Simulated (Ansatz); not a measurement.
Breaking the H–H spacing in H8 chain (multiplicity 1 held). Energies count from the point at 0.900 Å.
Geometry at that point (charge 0, multiplicity 1):
```
atom   x (Å)   y (Å)   z (Å)
----  ------  ------  ------
H     0.0000  0.0000  0.0000
H     0.0000  0.0000  0.9000
H     0.0000  0.0000  1.8000
H     0.0000  0.0000  2.7000
H     0.0000  0.0000  3.6000
H     0.0000  0.0000  4.5000
H     0.0000  0.0000  5.4000
H     0.0000  0.0000  6.3000
```

Unrestricted levels (U-) break spin symmetry where that is lower. Active spaces are followed from rest. Full CI gives the lowest state of the spin. Curves can end on different states.

Run with Ansatz (a program for electronic structure) with Gaussian orbitals. Each number belongs to the level named beside it.

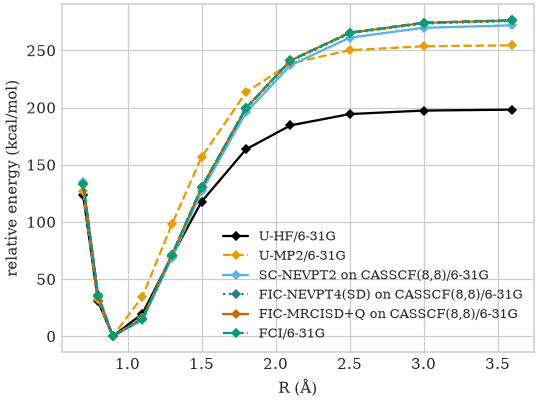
Figure: Relative energy along the coordinate

Question: Order the other curves in the same basis by their non-parallelity to FCI/6-31G (largest less smallest deviation, whatever its cause), smallest first.

Answer: FIC-MRCISD+Q on CASSCF(8,8)/6-31G (0.3 kcal/mol), FIC-NEVPT4(SD) on CASSCF(8,8)/6-31G (1.0 kcal/mol), SC-NEVPT2 on CASSCF(8,8)/6-31G (6.1 kcal/mol), U-MP2/6-31G (48.7 kcal/mol), U-HF/6-31G (82.4 kcal/mol)

Question: Read off the U-HF/6-31G curve at R = 1.800.

Answer: about 160 kcal/mol

Doubts at one or more of the structures used: a spin-contaminated determinant (U-HF/6-31G, U-MP2/6-31G).
